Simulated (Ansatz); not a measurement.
**PBE/def2-TZVP run of BH (SMILES [BH])**

What is the energy change on altering one bond length of BH at PBE/def2-TZVP? 

The calculation is run with Ansatz 0.2.0.

60 further runs of the same task are left out: 60 set aside as unsound or not needed.

## (1) The system as given

BH: 2 atoms, total charge 0, spin state singlet. As SMILES, `[BH]`. The bond length is the measured one.

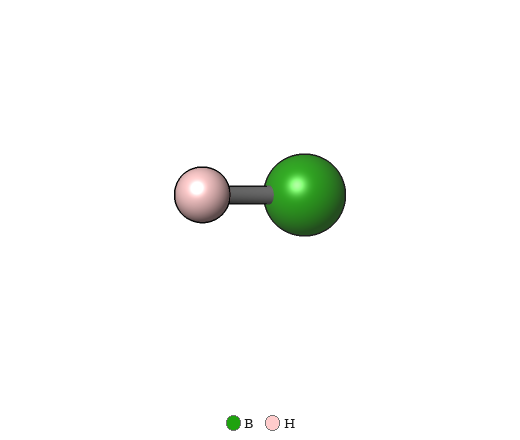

Viewed from a chosen angle; boron green, hydrogen pink.

## (2) The energy at PBE/def2-TZVP

Input file input.yaml:

```yaml
crystal:
  periodic: [false, false, false]
  atoms:
    - symbol: B
      position_ang: [0.000000, 0.000000, 0.000000]
    - symbol: H
      position_ang: [0.000000, 0.000000, 1.232400]
basis:
  gaussian: {orbitals: def2-TZVP}
hamiltonian: {xc: {name: PBE}}
accuracy: high
```

Started as:

```console
$ ansatz run input.yaml --threads 1 --pin off --max-ram 2610MiB --events-out events.jsonl --progress --plain --runs-dir runs
```

Output:

```text
Warning: RAYON_NUM_THREADS=1 ignored (pool sized by the plan → 1); use --threads N
Functional definition: PBE
  name "PBE"
  parameter kappa = 0.804
  parameter beta = 0.06672455060314922
  exchange = pbe_x(kappa = kappa, mu = beta*pi^2/3)
  correlation = pbe_c(beta = beta)
481 factors; integrals over basis functions are off by at most 3.5e-9 eV
mean field evaluation 1: about -686.3901 eV, gradient 9.6e0 eV
mean field evaluation 2: about -686.6819 eV, gradient 4.8e0 eV
mean field evaluation 4: about -686.7849 eV, gradient 1.3e-1 eV
mean field evaluation 8: about -686.7840 eV, gradient 7.0e-4 eV
mean field evaluation 16: about -686.7840 eV, gradient 7.5e-9 eV
mean field -686.78397199 eV, -25.2388454517 hartree, gradient 7.5e-9 eV, S^2 0.000000; 0 other end points of the search recorded, 0 dependent functions left out
reference -686.78397449 eV, -25.2388455435 hartree; 3, 3 occupied and 34, 34 virtual orbitals, 481 factors
Total energy: -686.78397449 eV, -25.2388455435 hartree
```

Run time: 0.48 s. Hardware: 1 thread of Arm Neoverse V1, shared host.

## (3) The distorted shape at the same level

Input file job.yaml:

```yaml
crystal:
  periodic: [false, false, false]
  atoms:
    - symbol: B
      position_ang: [0.000000, 0.000000, -0.308100]
    - symbol: H
      position_ang: [0.000000, 0.000000, 1.232400]
basis:
  gaussian:
    orbitals: def2-TZVP
hamiltonian:
  xc: {name: PBE}
accuracy: high
```

Started as:

```console
$ ansatz run job.yaml --threads 1 --pin off --max-ram 2610MiB --events-out events.jsonl --progress --plain --runs-dir runs
```

Output:

```text
Warning: RAYON_NUM_THREADS=1 ignored (pool sized by the plan → 1); use --threads N
Functional definition: PBE
  name "PBE"
  parameter kappa = 0.804
  parameter beta = 0.06672455060314922
  exchange = pbe_x(kappa = kappa, mu = beta*pi^2/3)
  correlation = pbe_c(beta = beta)
488 factors; integrals over basis functions are off by at most 3.6e-9 eV
mean field evaluation 1: about -686.0847 eV, gradient 7.5e0 eV
mean field evaluation 2: about -686.2779 eV, gradient 3.4e0 eV
mean field evaluation 4: about -686.3374 eV, gradient 1.2e-1 eV
mean field evaluation 8: about -686.3359 eV, gradient 2.3e-3 eV
mean field evaluation 16: about -686.3359 eV, gradient 2.1e-8 eV
mean field -686.33591329 eV, -25.2223795983 hartree, gradient 2.1e-8 eV, S^2 0.000000; 0 other end points of the search recorded, 0 dependent functions left out
reference -686.33591584 eV, -25.2223796918 hartree; 3, 3 occupied and 34, 34 virtual orbitals, 488 factors
Total energy: -686.33591584 eV, -25.2223796918 hartree
```

Wall time 0.46 s (1 thread of Arm Neoverse V1, shared host).

## (4) Results

Level: PBE/def2-TZVP.

| quantity | value |
| --- | --- |
| first shape: total energy | -25.23885 Eh |
| distorted shape: total energy | -25.22238 Eh |
| energy change with the B1–H2 bond stretched from 1.232 to 1.540 Å | 0.448 eV |

What this shows: With the B1–H2 bond stretched from 1.232 to 1.540 Å the energy rises by 0.45 eV (43.2 kJ/mol). The first shape isn't relaxed at this level, so the change isn't measured from a minimum.
